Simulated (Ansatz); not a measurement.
System: Sn2PbO2.

```xyz
10
Lattice="3.2351 0.0000 0.0000 0.0000 18.5502 0.0000 0.0000 0.0000 3.3739" Properties=species:S:1:pos:R:3 pbc="T T T"
Sn    0.0000   15.4019    0.0000
Sn    1.6175    6.1268    0.0000
Sn    0.0000    3.1483    0.0000
Sn    1.6175   12.4235    0.0000
Pb    0.0000    0.0000    0.0000
Pb    1.6175    9.2751    0.0000
O     0.0000   12.2658    1.6870
O     1.6175    2.9907    1.6870
O     0.0000    6.2844    1.6870
O     1.6175   15.5596    1.6870
```

Space group Cmmm; a structure generated by program, which may or may not match a known phase.

Method: DFT PBE, scalar-relativistic, plane waves, PAW (Ansatz 0.2.0).

Predict the valence pseudo-density and electron localisation function between the atoms.

Sn–O (2.34 Å): ρ is about 0.38 e/Å³ halfway; the ELF is about 0.20 at the midpoint; no shared electron pair shows on this line.
Sn–Pb (3.15 Å): ρ at the midpoint is about 0.22 e/Å³; the ELF reaches about 0.50 near the midpoint.

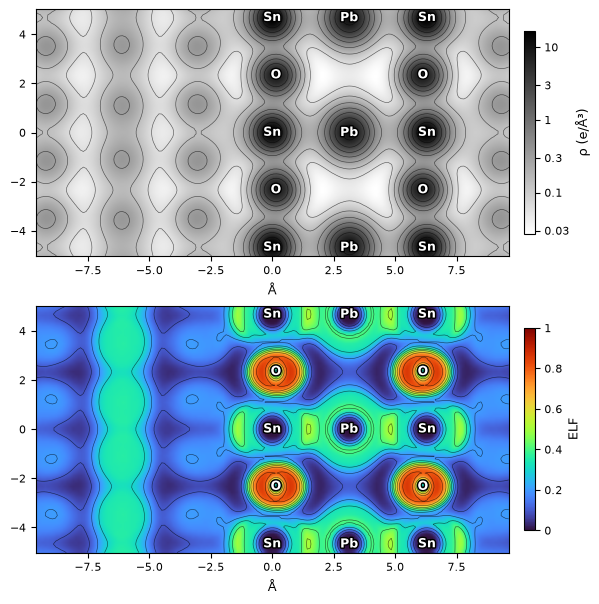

Computed valence pseudo-density and electron localisation function on the (101) plane of the conventional cell, in this order. 

Core electrons are frozen (PAW), and the valence fields are smoothed inside the atomic spheres.
